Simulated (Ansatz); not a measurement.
# Direct or indirect: LiH (Fm-3m)

```cif
data_structure
_symmetry_space_group_name_H-M 'Fm-3m'
_symmetry_Int_Tables_number 225
_cell_length_a 4.0735
_cell_length_b 4.0735
_cell_length_c 4.0735
_cell_angle_alpha 90.000
_cell_angle_beta 90.000
_cell_angle_gamma 90.000
_cell_volume 67.59
loop_
_atom_site_label
_atom_site_type_symbol
_atom_site_symmetry_multiplicity
_atom_site_Wyckoff_symbol
_atom_site_fract_x
_atom_site_fract_y
_atom_site_fract_z
_atom_site_occupancy
Li1 Li 4 a 0.00000 0.00000 0.00000 1
H1 H 4 b 0.50000 0.00000 0.00000 1
```

Method: Ansatz, PBE, independent particles, without spin-orbit coupling, line width 0.1 eV (Gaussian). The band structure gives a fundamental gap of 3.02 eV. The spectrum of vertical transitions near the edge:

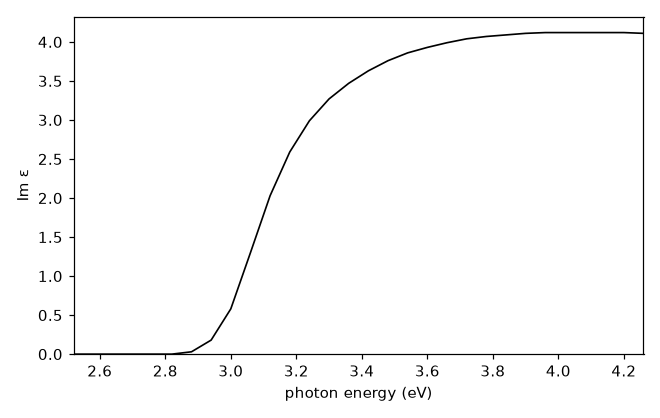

Q: Is the gap direct or indirect, and about where do vertical transitions set in?

A: Direct: the band path has its least direct gap at the fundamental one, 3.02 eV, and the curves rise from there. Lines are broadened by 0.1 eV, which spreads the edge.

[Logs are printed without paths, hosts, clocks, repeated set-up lines and the standing remarks that a program may print on its own settings, such as how far it seeks lower states.]
